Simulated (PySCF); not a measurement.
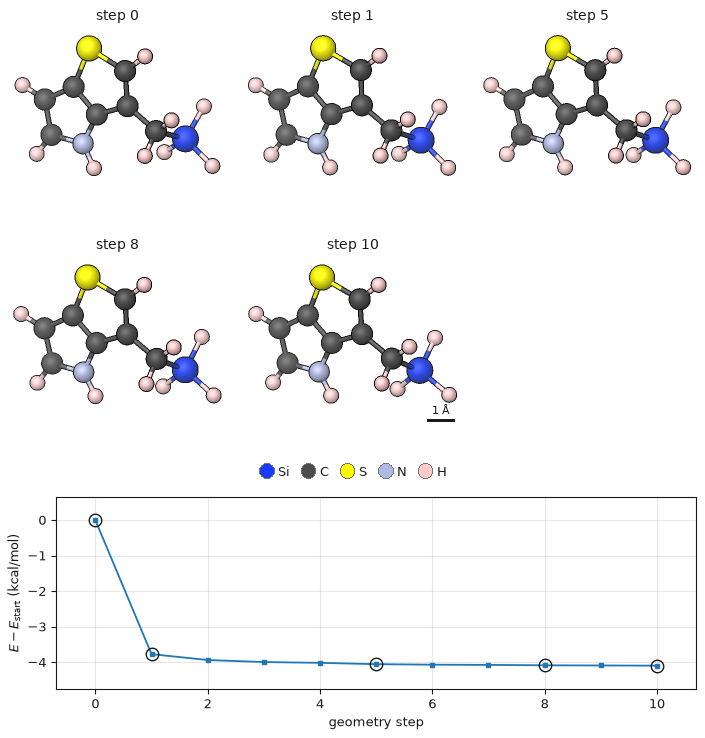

Frames of a relaxation of C7H9NSSi, marked on the history of the run. The picture is a ball-and-stick view, seen at a tilt.

The start comes from GFN2-xTB. Its atoms were then displaced at random by about 0.01 Å.

The calculation used PySCF 2.14.0, density-fitted response routines, PBE0-D3(BJ)/def2-SVP geometry optimisation, gas phase. 

Describe the path.

Answer. The largest move after the best rigid fit is that of an H atom, 0.32 Å. Largest moves by element: H 0.32 Å, S 0.15 Å, Si 0.10 Å, C 0.09 Å, N 0.09 Å. Some distances before and after: H–Si 1.442 → 1.497 Å, C–H 1.051 → 1.088 Å, C–S 1.716 → 1.738 Å, C–C 1.474 → 1.496 Å. Bond angles that change, for instance: H–Si–H 112.3° → 108.8°, Si–C–C 109.6° → 112.9°, C–Si–H 107.0° → 110.2°. The energy falls by 4.10 kcal/mol in 10 geometry steps. From step 0 to 1: an H atom moves most (0.08 Å), energy −3.77 kcal/mol. From step 1 to 5: an H atom moves most (0.07 Å), energy −0.28 kcal/mol. From step 5 to 8: H atoms move most (0.10 Å), energy −0.03 kcal/mol. From step 8 to 10: H atoms move most (0.11 Å), energy −0.01 kcal/mol.

```tsv
step	E − E(0), kcal/mol
0	0.00
1	-3.77
2	-3.94
3	-4.00
4	-4.02
5	-4.06
6	-4.07
7	-4.08
8	-4.09
9	-4.09
10	-4.10
```
